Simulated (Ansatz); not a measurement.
**C2H8GeSi: one species, many methods**

Aim: compute C2H8GeSi with functionals from several rungs and with coupled cluster, and see how far each lands from CCSD(T) at the basis-set limit for the atomisation energy.

Computed with Ansatz 0.2.0, Gaussian basis. Level: functionals in def2-TZVPP, the program's frozen cores in correlated methods.

The runs, in order: PBE-D4, r2SCAN-D4, PBE0-D4, B3LYP-D4, ωB97X-V, ωB97M-V, B2PLYP; CCSD(T)/def2-TZVPP; MP2/def2-QZVPP; extrapolation to the limit.

## (1) The geometry

An earlier PBE0-D4 in a triple-zeta def2 set relaxation fixed the geometry.

SMILES `C=[CH][GeH2][SiH3]`, 12 atoms, charge 0, spin multiplicity 1.

Atoms are counted from 1 here; the program's logs count them from 0.

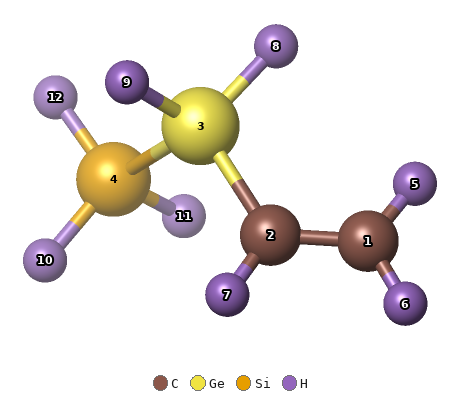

The structure; carbon brown, germanium yellow, silicon amber, hydrogen purple; atoms are numbered from 1 in the order of the file.

## (2) PBE-D4 (GGA)

File in.yaml:

```yaml
crystal:
  periodic: [false, false, false]
  atoms:
    - {symbol: C, position_ang: [-1.620774, 1.722109, 0.252625]}
    - {symbol: C, position_ang: [-0.377450, 1.301538, 0.451759]}
    - {symbol: Ge, position_ang: [0.081127, -0.554150, 0.791435]}
    - {symbol: Si, position_ang: [1.343427, -1.448059, -1.021602]}
    - {symbol: H, position_ang: [-2.470345, 1.045884, 0.288412]}
    - {symbol: H, position_ang: [-1.847178, 2.765115, 0.047717]}
    - {symbol: H, position_ang: [0.435461, 2.023335, 0.403978]}
    - {symbol: H, position_ang: [-1.228915, -1.343680, 0.977359]}
    - {symbol: H, position_ang: [0.908163, -0.659952, 2.088617]}
    - {symbol: H, position_ang: [2.564992, -0.627341, -1.241739]}
    - {symbol: H, position_ang: [0.530385, -1.431874, -2.266691]}
    - {symbol: H, position_ang: [1.758208, -2.848124, -0.737772]}
basis:
  gaussian: {orbitals: def2-TZVPP}
hamiltonian: {xc: pbe, dispersion: d4}
output: {forces: true, orbitals: {seedname: orbitals}}
```

Started as:

```bash
> ansatz run in.yaml --threads 4 --pin off --events-out ev --progress --plain --max-ram 10444MiB
```

Further steps of the session: r2SCAN-D4 (meta-GGA); PBE0-D4 (hybrid); B3LYP-D4 (hybrid); ωB97X-V (range-separated); ωB97M-V (range-separated); B2PLYP (double hybrid); CCSD(T) in def2-TZVPP; MP2 in def2-QZVPP.

Q: Predict the results of all the runs planned. Wanted: atomisation energy, CCSD(T)/CBS; farthest; mean size of error, hybrid; mean size of error, range-separated; gap, smallest and largest; T1 diagnostic; triples share of the correlation energy.

As calculated:

```
                               quantity                                                   value
        atomisation energy, CCSD(T)/CBS                                           4015.0 kJ/mol
 functionals within 40.1 kJ/mol (1.0 %)  PBE-D4, r2SCAN-D4, PBE0-D4, B3LYP-D4, ωB97X-V, ωB97M-V
                               farthest                                   B2PLYP (-57.3 kJ/mol)
             mean size of error, hybrid                                             18.6 kJ/mol
    mean size of error, range-separated                                             12.7 kJ/mol
              gap, smallest and largest                    5.11 eV (PBE-D4), 11.54 eV (ωB97X-V)
                          T1 diagnostic                                                  0.0120
triples share of the correlation energy                                                   3.9 %
```

What this shows: PBE-D4 is off by +6.0 kJ/mol. Double hybrids carry the basis error of their MP2 part in triple zeta, and no dispersion term here, so their miss is partly the set-up's. The reference freezes the cores and leaves out relativity and excitations past (T), and its outer-core shells are covered unevenly, so misses under about 40.1 kJ/mol can't be ranked. Hartree-Fock recovers 75 % of the binding; the rest is correlation. The gap grows from 5.1 to 11.5 eV across the functionals, mostly with the share of exact exchange. Correlated methods include outer-core shells of Ge, which these sets cover unevenly.
